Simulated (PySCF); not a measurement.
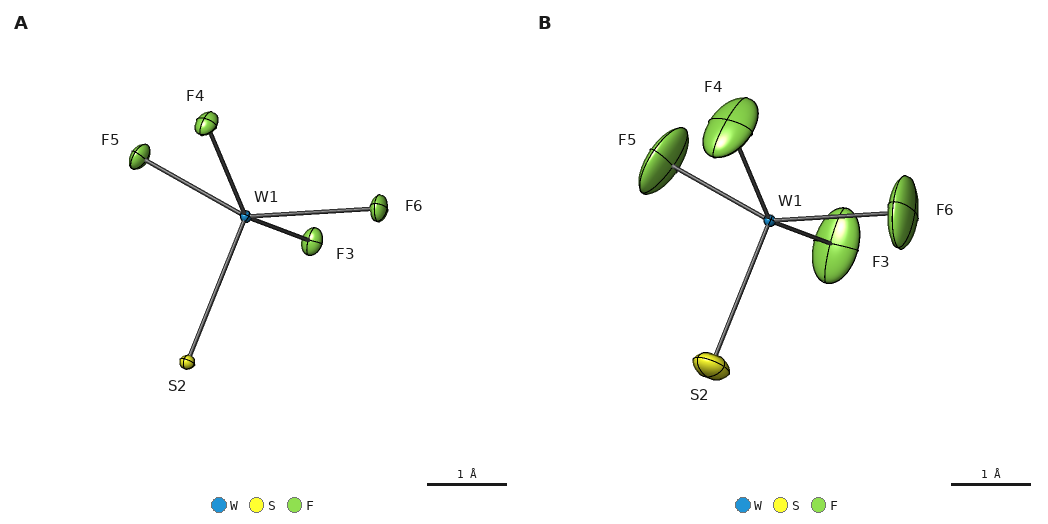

Displacement ellipsoids at the 50 % level, scaled by 2, from the internal vibrations of the free molecule (harmonic, no overall translation or rotation; no half-axis is drawn under 0.075 Å). Charge 0, singlet. Vibrations computed with RKS-based PBE0, W def2-SVP with ECP60, S def2-SVP, F def2-SVP; scalar-relativistic core potentials; density fitting (PySCF 2.14.0). One panel is for 0 K (zero-point motion alone), the other for 900 K.

Which panel is for 900 K?

Answer. B.

How much does the mean-square displacement of F5 grow, and why?

Answer. U_eq goes from 0.0023 to 0.0130 Å², a factor of 5.7. Modes below kT (626 cm⁻¹ at 900 K) grow about in proportion to T, and the lowest lies at 133 cm⁻¹; the mean-square amplitude of a mode is its zero-point value times coth(ħω/2kT), which comes close to 1 only above about 3kT.

The search tried a few shapes and spins; others may lie lower.
